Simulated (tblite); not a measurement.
Geometry relaxation, with input and output: C$_{5}$H$_{13}$GaOS

System: C$_{5}$H$_{13}$GaOS.
Method: GFN2-xTB geometry optimisation, gas phase (tblite 0.8.0).

It belongs to a series of runs on one base structure; here: H on C replaced by SCH3.

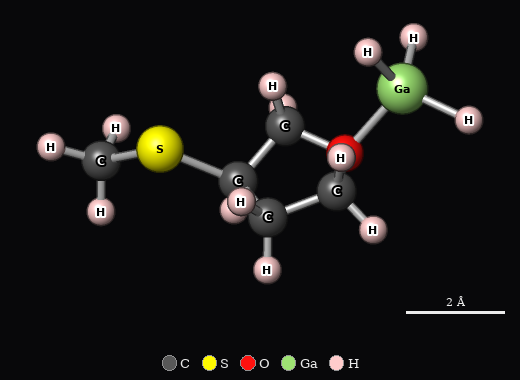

*The input geometry (ball-and-stick view, seen at a tilt). Sticks mark near contacts.*

Summary

| quantity | value |
| --- | --- |
| outcome | converged |
| total energy | −703.2943 eV |
| hardware | 1 CPU thread, shared host |
| wall time | 1.4 s |
| peak memory | 0.18 GiB |

The input
```
{"job": {"kind": "relax", "xc": "GFN2-xTB", "basis": "xTB"}, "charge": 0, "multiplicity": 1}
C     -3.622600    -0.129800     0.303200
S     -2.034400    -0.943300     0.050100
C     -0.781100     0.266100    -0.417400
C      0.061300    -0.288900    -1.528200
C      1.471600    -0.009600    -1.061400
O      1.373300     0.801200     0.065200
Ga     2.817200     0.343500     1.115300
C      0.199400     0.448100     0.706100
H     -3.879500     0.501400    -0.560100
H     -4.442400    -0.884000     0.465700
H     -3.513000     0.507400     1.213600
H     -1.240800     1.244800    -0.648000
H     -0.142600     0.183100    -2.487500
H     -0.107200    -1.396400    -1.536700
H      1.933100    -0.953700    -0.711300
H      2.097000     0.437800    -1.846300
H      2.791400     1.150300     2.517700
H      2.666200    -1.251300     1.388000
H      4.175700     0.582700     0.310400
H     -0.125200     1.226400     1.422000
H      0.293500    -0.509600     1.239100
```

The first line tells a small driver script what to run in tblite; the rest is the geometry in Å.

Launched with:
```bash
OMP_NUM_THREADS=1 python <driver script> task.json out
```

The program's output
```
step      E/eV     max force
  0    -702.33389    2.783
  1    -702.62661    2.180
  2    -702.81934    1.245
  3    -702.90672    0.608
  4    -702.95501    0.495
  5    -702.97890    0.424
  6    -702.99838    0.351
  7    -703.01393    0.223
  8    -703.02377    0.222
  9    -703.03052    0.201
 10    -703.03686    0.188
 11    -703.04383    0.211
 12    -703.05113    0.235
 13    -703.05892    0.213
 14    -703.06721    0.246
 15    -703.07463    0.212
 16    -703.07991    0.161
 17    -703.08336    0.120
 18    -703.08579    0.109
 19    -703.08783    0.099
 20    -703.08969    0.096
 21    -703.09141    0.105
 22    -703.09292    0.084
 23    -703.09401    0.063
 24    -703.09471    0.058
 25    -703.09530    0.051
 26    -703.09600    0.057
 27    -703.09690    0.067
 28    -703.09787    0.069
 29    -703.09874    0.060
 30    -703.09950    0.054
 31    -703.10020    0.061
 32    -703.10086    0.056
 33    -703.10149    0.054
 34    -703.10205    0.056
 35    -703.10260    0.052
 36    -703.10319    0.061
 37    -703.10385    0.065
 38    -703.10460    0.060
 39    -703.10552    0.075
 40    -703.10671    0.081
 41    -703.10821    0.108
 42    -703.10997    0.127
 43    -703.11177    0.108
 44    -703.11344    0.078
 45    -703.11504    0.075
 46    -703.11665    0.074
 47    -703.11824    0.094
 48    -703.11979    0.091
 49    -703.12131    0.090
 50    -703.12266    0.079
 51    -703.12380    0.073
 52    -703.12490    0.079
 53    -703.12596    0.064
 54    -703.12694    0.074
 55    -703.12798    0.089
 56    -703.12917    0.098
 57    -703.13032    0.087
 58    -703.13157    0.063
 59    -703.13254    0.067
 60    -703.13306    0.069
 61    -703.13376    0.051
 62    -703.13445    0.056
 63    -703.13499    0.056
 64    -703.13538    0.047
 65    -703.13578    0.047
 66    -703.13630    0.047
 67    -703.13695    0.055
 68    -703.13778    0.071
 69    -703.13890    0.080
 70    -703.14057    0.112
 71    -703.14273    0.130
 72    -703.14519    0.152
 73    -703.14793    0.160
 74    -703.15146    0.115
 75    -703.15336    0.122
 76    -703.15605    0.094
 77    -703.15779    0.113
 78    -703.16015    0.103
 79    -703.16148    0.173
 80    -703.16437    0.110
 81    -703.16681    0.107
 82    -703.16918    0.105
 83    -703.17109    0.100
 84    -703.17373    0.122
 85    -703.17663    0.135
 86    -703.17989    0.133
 87    -703.18233    0.199
 88    -703.18553    0.102
 89    -703.18807    0.089
 90    -703.19130    0.102
 91    -703.19304    0.099
 92    -703.19511    0.072
 93    -703.19696    0.074
 94    -703.19843    0.095
 95    -703.20049    0.125
 96    -703.20206    0.129
 97    -703.20474    0.171
 98    -703.20724    0.114
 99    -703.20926    0.078
100    -703.21115    0.091
101    -703.21307    0.092
102    -703.21449    0.090
103    -703.21553    0.085
104    -703.21664    0.065
105    -703.21774    0.062
106    -703.21903    0.079
107    -703.21990    0.069
108    -703.22081    0.060
109    -703.22154    0.048
110    -703.22221    0.061
111    -703.22300    0.084
112    -703.22368    0.096
113    -703.22484    0.098
114    -703.22585    0.079
115    -703.22788    0.135
116    -703.22909    0.121
117    -703.23219    0.132
118    -703.23474    0.117
119    -703.23642    0.167
120    -703.23869    0.081
121    -703.24042    0.073
122    -703.24173    0.058
123    -703.24286    0.061
124    -703.24364    0.056
125    -703.24429    0.049
126    -703.24480    0.046
127    -703.24527    0.044
128    -703.24567    0.041
129    -703.24599    0.037
130    -703.24632    0.034
131    -703.24656    0.032
132    -703.24673    0.032
133    -703.24687    0.030
134    -703.24703    0.030
135    -703.24724    0.034
136    -703.24745    0.023
137    -703.24762    0.021
138    -703.24773    0.020
139    -703.24780    0.016
140    -703.24785    0.013
141    -703.24788    0.010
142    -703.24792    0.011
143    -703.24796    0.014
144    -703.24800    0.013
145    -703.24804    0.013
146    -703.24807    0.013
147    -703.24811    0.015
148    -703.24815    0.017
149    -703.24819    0.017
150    -703.24825    0.016
151    -703.24834    0.021
152    -703.24844    0.021
153    -703.24854    0.020
154    -703.24862    0.017
155    -703.24868    0.016
156    -703.24874    0.016
157    -703.24882    0.024
158    -703.24894    0.035
159    -703.24909    0.037
160    -703.24923    0.028
161    -703.24933    0.023
162    -703.24942    0.021
163    -703.24953    0.027
164    -703.24967    0.029
165    -703.24986    0.032
166    -703.25010    0.036
167    -703.25036    0.040
168    -703.25064    0.051
169    -703.25092    0.051
170    -703.25132    0.063
171    -703.25206    0.079
172    -703.25308    0.080
173    -703.25448    0.122
174    -703.25631    0.156
175    -703.25292    0.309
176    -703.26039    0.089
177    -703.26285    0.089
178    -703.26940    0.214
179    -703.27443    0.162
180    -703.28044    0.255
181    -703.28323    0.178
182    -703.28648    0.140
183    -703.28926    0.162
184    -703.29096    0.086
185    -703.29193    0.088
186    -703.29254    0.054
187    -703.29307    0.051
188    -703.29343    0.046
189    -703.29379    0.033
190    -703.29392    0.032
191    -703.29403    0.023
192    -703.29413    0.025
193    -703.29422    0.021
194    -703.29429    0.012
195    -703.29432    0.010
```

Trajectory as extended XYZ (Å, eV, eV/Å), 5 of the 196 frames kept, from step=0 to step=195
```
21
Properties=species:S:1:pos:R:3:forces:R:3 step=0 energy=-702.33389
C    -3.6226   -0.1298    0.3032   -0.7130   0.8090   0.6240
S    -2.0344   -0.9433    0.0501   -0.6470  -1.3000   0.0190
C    -0.7811    0.2661   -0.4174   -1.2710   1.1770   0.0900
C     0.0613   -0.2889   -1.5282   -0.0870  -0.9870  -0.4800
C     1.4716   -0.0096   -1.0614    0.7190  -1.1890  -0.7740
O     1.3733    0.8012    0.0652    0.3300   1.7140  -0.0770
Ga    2.8172    0.3435    1.1153    2.1350  -0.4920   1.7160
C     0.1994    0.4481    0.7061   -0.9340  -0.0060   1.0660
H    -3.8795    0.5014   -0.5601    0.1180  -0.2940   0.2780
H    -4.4424   -0.8840    0.4657    1.1490   0.6240  -0.1880
H    -3.5130    0.5074    1.2136   -0.3260  -0.4360  -0.6390
H    -1.2408    1.2448   -0.6480   -0.0550  -0.4120  -0.1570
H    -0.1426    0.1831   -2.4875   -0.1600  -0.2800  -0.0570
H    -0.1072   -1.3964   -1.5367    0.0420   0.8420  -0.5090
H     1.9331   -0.9537   -0.7113    0.1340  -0.0740  -0.5000
H     2.0970    0.4378   -1.8463    0.0280   0.1430   0.3450
H     2.7914    1.1503    2.5177   -0.2260  -0.1330  -0.5910
H     2.6662   -1.2513    1.3880   -0.2060   0.4330  -0.1350
H     4.1757    0.5827    0.3104   -0.5000   0.1010  -0.0360
H    -0.1252    1.2264    1.4220    0.3690  -0.1740  -0.1640
H     0.2935   -0.5096    1.2391    0.1010  -0.0670   0.1690
21
Properties=species:S:1:pos:R:3:forces:R:3 step=49 energy=-703.12131
C    -3.5241    0.0171    0.3529   -0.0180   0.0100  -0.0050
S    -2.1921   -1.1209   -0.1184    0.0460   0.0240  -0.0280
C    -0.8639    0.0969   -0.4446    0.0230   0.0600  -0.0190
C     0.0416   -0.2980   -1.6212   -0.0010  -0.0010  -0.0600
C     1.4668   -0.1347   -1.0793   -0.0280  -0.0590  -0.0620
O     1.3425    0.6170    0.1281   -0.0350  -0.0370  -0.0390
Ga    3.0072    0.4265    1.3379    0.0160  -0.0170  -0.0030
C     0.1137    0.2282    0.7250   -0.0440   0.0010   0.0240
H    -3.8012    0.6239   -0.5054    0.0120   0.0080   0.0230
H    -4.3675   -0.5943    0.6555    0.0170  -0.0190   0.0060
H    -3.1965    0.6360    1.1826   -0.0180  -0.0060   0.0060
H    -1.3579    1.0479   -0.6450   -0.0290   0.0100   0.0060
H    -0.1313    0.3552   -2.4735   -0.0270   0.0430  -0.0370
H    -0.1537   -1.3206   -1.9392    0.0240  -0.0380   0.0480
H     1.9220   -1.1107   -0.8640    0.0130   0.0030   0.0070
H     2.1261    0.4316   -1.7415   -0.0090  -0.0390   0.0040
H     2.5782    1.4321    2.4235    0.0350   0.0200   0.0520
H     2.8512   -1.0921    1.6515    0.0260   0.0320   0.0120
H     4.0661    0.8219    0.2847    0.0240   0.0160   0.0340
H    -0.1582    0.9988    1.4478   -0.0140   0.0010   0.0380
H     0.2221   -0.7356    1.2420   -0.0140  -0.0130  -0.0060
21
Properties=species:S:1:pos:R:3:forces:R:3 step=98 energy=-703.20724
C    -3.2867    0.2121    0.5752   -0.0330   0.0120   0.0060
S    -2.3961   -0.6886   -0.7262    0.0220  -0.0280   0.0020
C    -0.7786    0.1522   -0.6093   -0.0170  -0.0050   0.0250
C     0.1667   -0.2254   -1.7620   -0.0230   0.0350   0.0010
C     1.4619   -0.6678   -1.0596   -0.0290   0.0060  -0.0170
O     1.3522   -0.1942    0.2791    0.0020   0.0360  -0.0050
Ga    2.7152    0.9338    1.3337    0.0310   0.0200   0.0270
C    -0.0131   -0.3124    0.6313    0.0010  -0.0150   0.0270
H    -3.5975    1.1772    0.1863    0.0150   0.0420   0.0380
H    -4.1590   -0.3839    0.8214   -0.0150   0.0040  -0.0150
H    -2.6596    0.3286    1.4555   -0.0310  -0.0490  -0.0980
H    -0.9718    1.2263   -0.5826    0.0290   0.0010   0.0030
H     0.3420    0.6371   -2.4034   -0.0030  -0.0390  -0.0220
H    -0.2605   -1.0299   -2.3618    0.0540   0.0360   0.0170
H     1.5551   -1.7602   -1.0396   -0.0150   0.0020  -0.0530
H     2.3644   -0.2266   -1.4910   -0.0270  -0.0500   0.0190
H     1.6723    1.8230    2.0711    0.0210   0.0390  -0.0200
H     3.4326   -0.1373    2.1927   -0.0120  -0.0120  -0.0200
H     3.4970    1.5283    0.1301   -0.0360  -0.0010   0.0100
H    -0.1833    0.2954    1.5210    0.0340   0.0130   0.0300
H    -0.2621   -1.3611    0.8379    0.0310  -0.0460   0.0440
21
Properties=species:S:1:pos:R:3:forces:R:3 step=146 energy=-703.24807
C    -3.2612    0.2191    0.5605   -0.0010   0.0040  -0.0040
S    -2.3428   -0.5900   -0.7773    0.0030  -0.0010  -0.0010
C    -0.6924    0.1306   -0.4847   -0.0010   0.0020   0.0110
C     0.2619   -0.1341   -1.6630   -0.0050   0.0080   0.0040
C     1.4605   -0.8301   -1.0092   -0.0030   0.0030  -0.0090
O     1.4019   -0.4557    0.3626   -0.0010  -0.0120  -0.0040
Ga    2.5415    1.1306    1.1234    0.0020  -0.0010  -0.0010
C     0.0287   -0.5116    0.7068   -0.0050   0.0010  -0.0040
H    -3.1481    1.2960    0.4729   -0.0020  -0.0060   0.0010
H    -4.3024   -0.0558    0.4290    0.0020  -0.0050   0.0070
H    -2.9007   -0.1314    1.5231   -0.0020   0.0000  -0.0040
H    -0.8280    1.2024   -0.3201    0.0040   0.0000   0.0020
H     0.5667    0.8054   -2.1232   -0.0040   0.0010   0.0050
H    -0.2069   -0.7621   -2.4191    0.0020   0.0010   0.0030
H     1.3756   -1.9216   -1.0817    0.0020   0.0010   0.0030
H     2.4236   -0.5050   -1.4057    0.0080  -0.0040   0.0060
H     1.3944    2.0228    1.6889    0.0040   0.0040  -0.0120
H     3.3969    0.3481    2.1435   -0.0040  -0.0020   0.0040
H     3.2069    1.6051   -0.1976    0.0040   0.0020   0.0010
H    -0.1043    0.0233    1.6496   -0.0060   0.0050  -0.0060
H    -0.2807   -1.5598    0.8207    0.0010  -0.0010  -0.0020
21
Properties=species:S:1:pos:R:3:forces:R:3 step=195 energy=-703.29432
C    -3.3199   -0.0084    0.5339   -0.0040   0.0010   0.0060
S    -2.2247   -0.7727   -0.6921   -0.0070   0.0010  -0.0040
C    -0.6974    0.1870   -0.3750    0.0060   0.0010   0.0000
C     0.2568    0.1199   -1.5756    0.0070  -0.0020  -0.0010
C     1.3617   -0.8068   -1.0792    0.0010  -0.0010   0.0020
O     1.4582   -0.5099    0.3078   -0.0050   0.0000   0.0010
Ga    2.6414    1.0535    0.9995   -0.0020  -0.0050   0.0040
C     0.1224   -0.4152    0.7799   -0.0050   0.0020   0.0020
H    -3.4524    1.0427    0.2929    0.0070  -0.0020   0.0070
H    -4.2703   -0.5268    0.4633    0.0010   0.0000   0.0000
H    -2.9023   -0.1295    1.5289    0.0050  -0.0060  -0.0020
H    -1.0078    1.2109   -0.1641   -0.0050   0.0010  -0.0030
H     0.6734    1.1094   -1.7752    0.0000   0.0020  -0.0070
H    -0.2365   -0.2560   -2.4696    0.0030   0.0040  -0.0010
H     1.0828   -1.8613   -1.2020    0.0020   0.0010   0.0010
H     2.3349   -0.6174   -1.5345   -0.0030  -0.0010   0.0020
H     1.7206    2.2732    0.6863    0.0040   0.0000   0.0000
H     2.6944    0.6087    2.4807   -0.0050   0.0030  -0.0060
H     3.8707    0.8382    0.0875    0.0050  -0.0010  -0.0020
H     0.1323    0.2070    1.6801   -0.0060   0.0030   0.0000
H    -0.2470   -1.4200    1.0261    0.0030   0.0000   0.0010
```

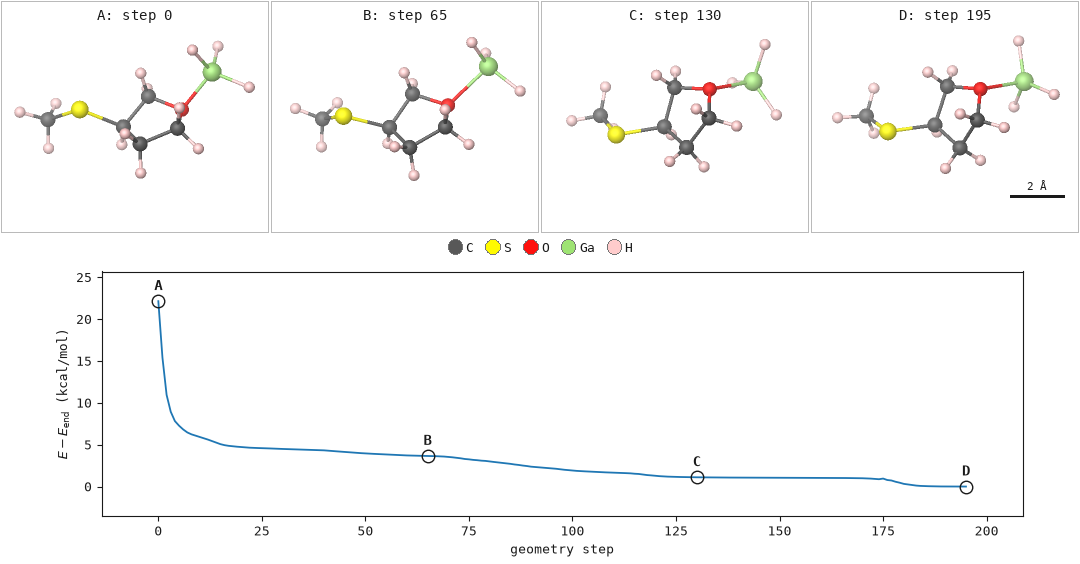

*Frames of the relaxation (ball-and-stick view, seen at a tilt) above the curves, on which the letters mark them (steps are counted from 0).*

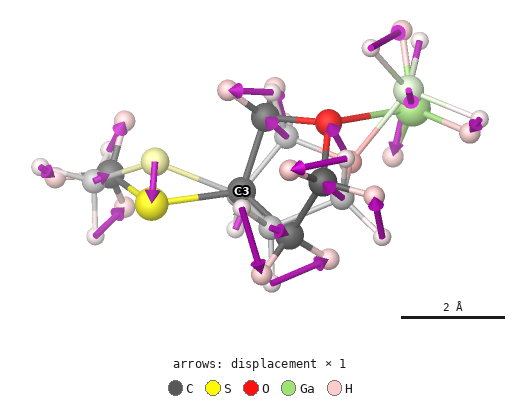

*Start (faint) and end (solid) with the displacements as pink arrows, at true length (ball-and-stick view, seen at a tilt). The two geometries are laid on each other by the best rigid fit.*

Over 195 geometry steps the energy falls by 22.1 kcal/mol. Largest force component: 2.1 eV/Å at the start, 0.007 eV/Å at the end. The largest move after the best rigid fit is that of H17, 2.37 Å. By element the largest moves are H 2.37 Å, O 1.35 Å, C 0.87 Å, S 0.83 Å, Ga 0.73 Å. Distances before and after: O6–Ga7 1.843 → 2.079 Å, Ga7–H18 1.625 → 1.547 Å, Ga7–H17 1.618 → 1.560 Å, Ga7–H19 1.597 → 1.546 Å. Among the angles that change: C5–O6–Ga7 105.1° → 121.3°, H18–Ga7–H19 108.1° → 119.8°, O6–Ga7–H19 110.0° → 98.7°. (Atoms are counted from 1 in the order of the input.)
